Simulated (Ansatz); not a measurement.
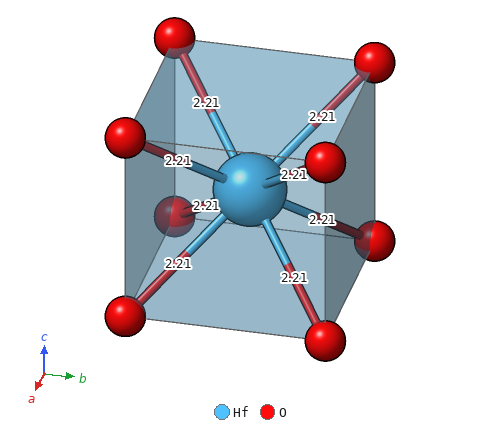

Coordination of Hf in HfO2 (Fm-3m); bond lengths in Å. The shape measure S (0 to 100) is the computed least-squares distance from an ideal polyhedron; S = 0 means ideal. Origin: a calculation's input that goes back to an entry of the Crystallography Open Database (an earlier step may have relaxed or displaced it).

**What geometry does the central atom have?**

HfO8: an essentially ideal cube (coordination number 8, S = 0.00; next best hexagonal bipyramid, S = 8.4).

**Does the central atom sit at the centroid of its ligands?**

Yes, to within 0.01 Å; the site symmetry is m-3m.
